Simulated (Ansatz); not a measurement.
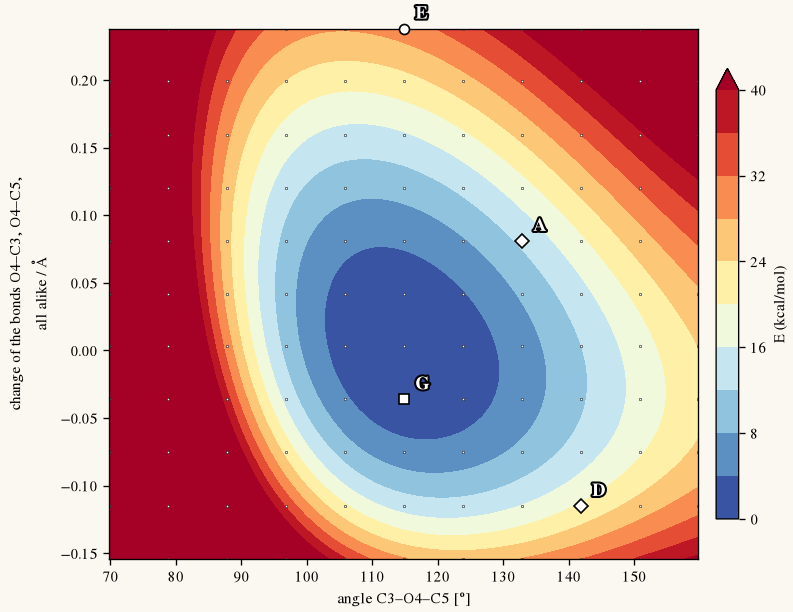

C₃H₅FO₂, SMILES O=CCOCF. Coordinates scanned: (1) angle C3–O4–C5; (2) change of the bonds O4–C3, O4–C5, all alike. Nothing is relaxed (all other coordinates rigid). The grid has 11 × 11 points. Points are written as (first, second). All energies are given in kcal/mol relative to the lowest grid point. Method: Ansatz 0.2.0, RKS PBE-D4/def2-SVP.

The picture shows filled contours, dots at the grid points, one colour for all values above the top of the scale, lettered points. Between grid points the surface is interpolated.

> What kind of point is each of A, D: minimum, saddle, maximum or slope?

A: on a slope; D: on a slope. (In these two coordinates alone; a stationary point may lie a little off the grid point.)

> Rank the lettered points by energy, lowest first.

G (1.2 kcal/mol), A (13 kcal/mol), D (21 kcal/mol), E (30 kcal/mol).
